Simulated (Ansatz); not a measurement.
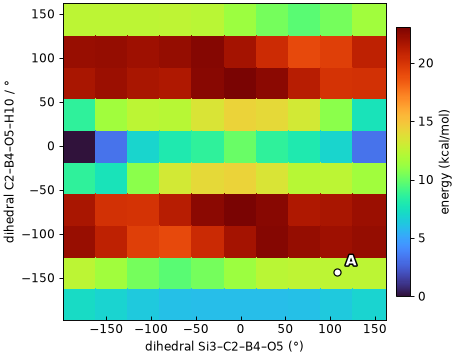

CH5BO2Si, SMILES O=C([SiH3])BO. First axis: dihedral Si3–C2–B4–O5. Second axis: dihedral C2–B4–O5–H10. Nothing is relaxed (all other coordinates rigid). The scan uses a 10 × 10 grid. Energies are in kcal/mol, from the lowest grid point. Energies and slopes of some neighbouring points disagree (a jump in structure or state, or too coarse a mesh). Theory: Ansatz, RKS r2SCAN-D4/def2-SVP.

Drawn: one coloured cell a grid point, the point A.

Is A at rest? If not, where is it pushed?

Answer. A, at dihedral Si3–C2–B4–O5 = 108°, dihedral C2–B4–O5–H10 = −144°, is not a stationary point. The computed force is nearly zero along dihedral Si3–C2–B4–O5 and 0.27 kcal/mol for each degree towards smaller values of dihedral C2–B4–O5–H10.
